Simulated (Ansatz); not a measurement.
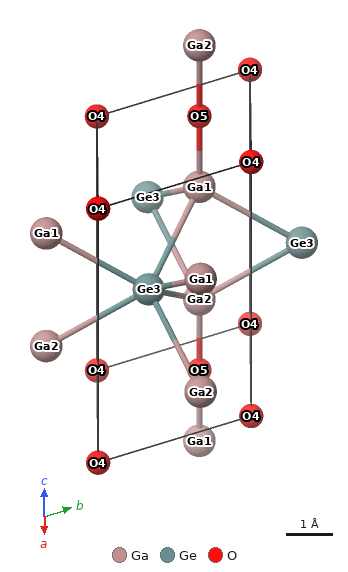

Starting structure of crystalline Ga2GeO2 (a generated structure, set up in P-6m2). Style: ball-and-stick. Shown: the cell of the calculation, from a free direction.

Theory: Ansatz 0.2.0, DFT PBE, scalar-relativistic, plane waves, PAW.

The input:
```yaml
crystal:
  lattice:
    - [3.8711856563, 0.0, 0.0]
    - [-1.9355928282, 3.3525451212, 0.0]
    - [0.0, 0.0, 6.4836943124]
  atoms:
    - { symbol: Ga, position: [0.3333333333, 0.6666666667, 0.7216848201] }
    - { symbol: Ga, position: [0.3333333333, 0.6666666667, 0.2783151799] }
    - { symbol: Ge, position: [0.6666666667, 0.3333333333, 0.5] }
    - { symbol: O, position: [0.0, 0.0, 0.0] }
    - { symbol: O, position: [0.3333333333, 0.6666666667, 0.0] }
basis:
  ecutwfc: 420
kpoints:
  mp_grid: { grid: [12, 12, 6] }
hamiltonian:
  xc: pbe
scf:
  occupations: { method: gaussian, width: 0.1 }
output:
  forces: true
  stress: true
  eigenvalues: true
  write_density: true
  write_potential: true
  elf: true
  volumetric_format: npy
relax:
  adjacent_minimum: "off"
  f_tol: 0.01
  max_steps: 80
  cell: { stress_tol: 0.05 }
```

Command:
```bash
ansatz run input.yaml --threads 1 --pin off --max-ram 2560MiB --backend cpu --events-out ev --progress --plain --runs-dir out
```

**Where does the relaxation end?**

The largest moves relative to the cell, 0.037 Å, are those of Ga1 and Ga2. Ga2 goes along −c. Ge and O stay in place. Cell: a = b 3.871 → 3.828 Å (−1.1 %), c 6.484 → 6.636 Å (+2.4 %). Volume +0.1 %. Some distances before and after: Ga1–Ge3 2.657 → 2.675 Å, Ga1–O5 1.805 → 1.810 Å. Bond angles that change, for instance: Ga1–Ge3–Ga2 65.5° → 68.6°, Ge3–Ga1–Ge3 93.5° → 91.4°, Ga1–Ge3–Ga1 93.5° → 91.4°. The space group stays P-6m2 (No. 187). After 5 accepted moves (8 points after the start) the energy has fallen by 13.7 meV per cell of the calculation. Largest force component: 0.09 eV/Å at the start, 0.00014 eV/Å at the end. The pressure goes from 0.22 to 0.00 GPa. The line search rejected the trial step at point 4 of the run. The SCF was repeated twice at an unchanged geometry on a basis and grid sized afresh for the cell, which shifted the energy by 0.8 meV per cell of the calculation at most. The run took 5.6 min on 1 thread of Intel(R) Xeon(R) Processor @ 2.50GHz (Skylake/Cascade Lake), with other jobs on the host, peak memory 0.49 GiB.

Final geometry:

```
Ga Ge O
1.0
     3.82812    0.00000    0.00000
    -1.91406    3.31525    0.00000
     0.00000    0.00000    6.63611
Ga Ge O
2 1 2
Direct
  0.33333 0.66667 0.72720
  0.33333 0.66667 0.27280
  0.66667 0.33333 0.50000
  0.00000 0.00000 0.00000
  0.33333 0.66667 0.00000
```

After the run, drawn alike:

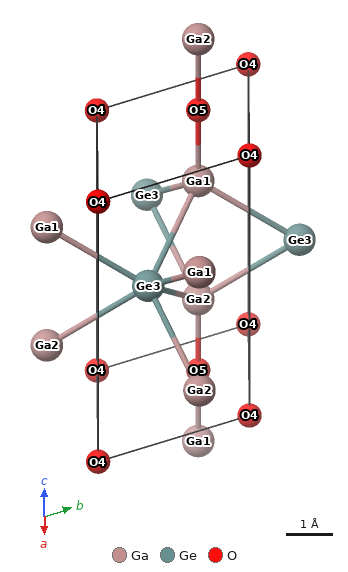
